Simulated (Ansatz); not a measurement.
```csv
atom,x (Å),y (Å),z (Å)
B,0.0230,-0.1528,-0.7938
F,0.2388,-1.6292,2.6676
H,0.5497,0.8612,-0.4330
H,-0.3713,-0.3165,-1.9181
O,-0.1283,-1.1400,0.1262
Si,-0.8421,-2.6723,-0.0639
H,0.1602,-3.6911,0.3191
H,-2.0393,-2.7348,0.8043
H,-1.2220,-2.8206,-1.4934
H,0.2840,-1.1515,1.8571
```

All numbers below come from RKS PBE0-D4/6-31G* (Ansatz).

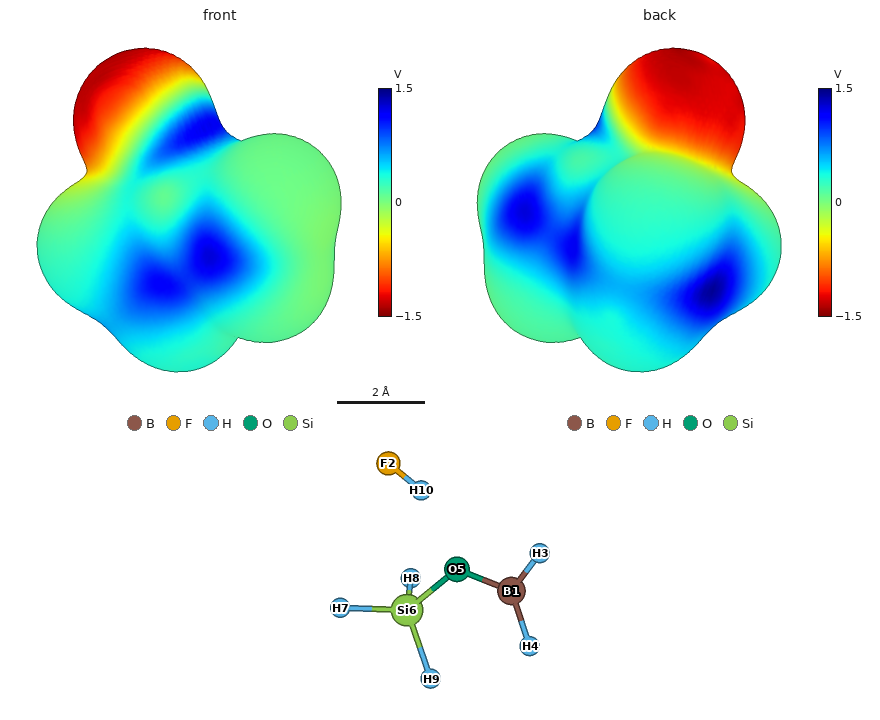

BH₅OSi···HF. The electrostatic potential painted on the density surface at 0.001 e/bohr³, seen from the front and from behind; the colour scale runs from red (negative) to blue (positive). The bare structure is drawn below in the same view.

Question: Where is the surface potential most negative and most positive?

Answer: The most negative region (about −1.4 V) lies over F2, the most positive (about +1.4 V) over Si6.
